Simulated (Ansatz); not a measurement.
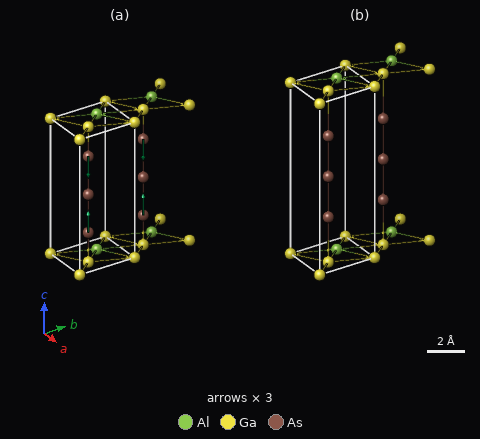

The structure of a crystal of AlGa2As3 (a generated structure, set up in P-6m2) (coarse preliminary run) before (left) and after (right) a relaxation, at one scale. The green arrows give the displacements (the part carried along by the change of the cell is left out), magnified 3 times.

Style: ball-and-stick. Shown: the cell of the calculation, repeated 1 × 2 × 1 with one cell outlined, slightly off an axis.

Theory: Ansatz, DFT PBE, scalar-relativistic, plane waves, PAW.

The input:
```yaml
crystal:
  lattice:
    - [4.71855655, 0.0, 0.0]
    - [-2.35927828, 4.08638984, 0.0]
    - [0.0, 0.0, 7.74957226]
  atoms:
    - { symbol: Al, position: [0.33333333, 0.66666667, 0.0] }
    - { symbol: Ga, position: [0.66666667, 0.33333333, 0.0] }
    - { symbol: Ga, position: [0.0, 0.0, 0.0] }
    - { symbol: As, position: [0.66666667, 0.33333333, 0.21870063] }
    - { symbol: As, position: [0.66666667, 0.33333333, 0.78129937] }
    - { symbol: As, position: [0.66666667, 0.33333333, 0.5] }
basis:
  ecutwfc: 420
kpoints:
  mp_grid: { grid: [6, 6, 2] }
hamiltonian:
  xc: pbe
scf:
  occupations: { method: gaussian, width: 0.1 }
  lower_state_search: "off"
output:
  forces: true
  stress: true
  eigenvalues: true
relax:
  adjacent_minimum: "off"
  f_tol: 0.04
  max_steps: 70
  cell: { stress_tol: 0.4 }
```

Launched with:
```bash
ansatz run input.yaml --threads 1 --pin off --max-ram 2560MiB --backend cpu --events-out ev --progress --plain --runs-dir out
```

**What changed between the two?**

The largest moves relative to the cell, 0.44 Å, are those of As4 and As5. As5 goes along −c. Ga and Al stay in place. The drawn cell changes as follows: a = b 4.719 → 4.718 Å (0.0 %), c 7.750 → 9.803 Å (+26.5 %); the volume changes by +26.5 %. Some distances before and after: Ga2–As4 1.695 → 2.579 Å, As4–As6 2.180 → 2.323 Å. The space group stays P-6m2 (No. 187). After 9 accepted moves (11 points after the start) the energy has fallen by 2193 meV per atom. Largest force component: 25 eV/Å at the start, 0.0015 eV/Å at the end. Pressure: 40.71 GPa at the start and 0.00 GPa at the end. At 2 points the geometry stayed and the basis and grid were re-selected for the new cell (energy shift of 22.7 meV per atom at most each time). Cost: 3.4 min on 1 thread of AMD EPYC (Zen 3) (shared host), peak memory 0.47 GiB.

Limits of the set-up: the k-point mesh is coarse for a cell with partly filled bands.
